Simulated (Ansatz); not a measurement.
Three curves of one kind of scan: energy against volume (even scaling of the relaxed cell, symmetry kept). Computed with PBEsol (plane waves to 420 eV, PAW, scalar-relativistic; Ansatz, a first-principles code). Each is measured from its own zero (the relaxed starting cell). 

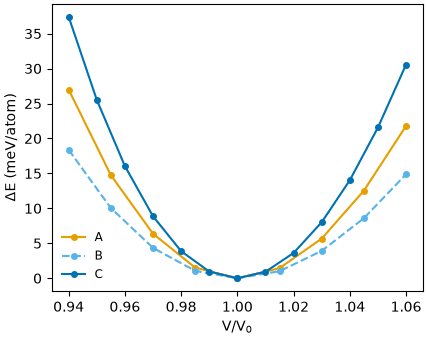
Curves A, B and C.

Question: Which curve belongs to the crystal with a fitted bulk modulus of 55.7 GPa and a relaxed volume of 26.32 Å³/atom?

Answer: Curve B, SnSe (rock salt): near the minimum ΔE ≈ ½·B₀·V₀·(V/V₀ − 1)², with B₀·V₀ = 9.2 eV/atom.

All were relaxed with their symmetry unable to fall. CaTiO3 is run without spin polarisation. This is a high-temperature form of CaTiO3. This is one of several known forms of SnSe; the measured ambient cells at hand have space group No. 62. ZrC is run without spin polarisation.

(A scan under strain: stresses follow from slopes of the energy per volume, elastic moduli from its curvatures.)
